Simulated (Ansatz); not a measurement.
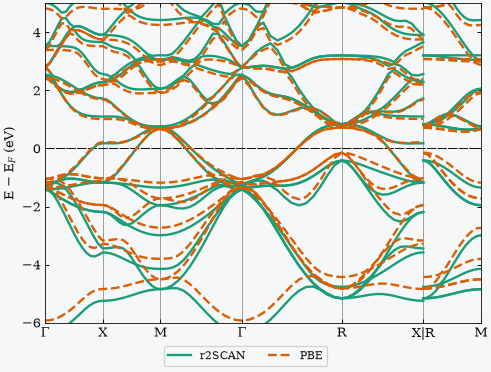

Band structures of Zr$_{3}$CdC, space group Pm-3m, 5 atoms in the cell, by two methods on the same cell. Each is counted from its own Fermi level.

How do the methods compare?

Both give a metal. The 9 bands that come within 1 eV of the Fermi level differ by 0.11 eV on average and by 0.27 eV at most (at R).

Settings. r2SCAN: DFT r2SCAN, scalar-relativistic, plane waves, PAW, no spin polarisation, 8×8×8 k mesh, 500 eV cutoff, Gaussian smearing of 0.1 eV (Ansatz 0.2.0). PBE: DFT PBE, scalar-relativistic, plane waves, PAW, no spin polarisation, 8×8×8 k mesh, 420 eV cutoff (Ansatz 0.2.0).

The structure is an invented one, so it need not be a known or stable phase.
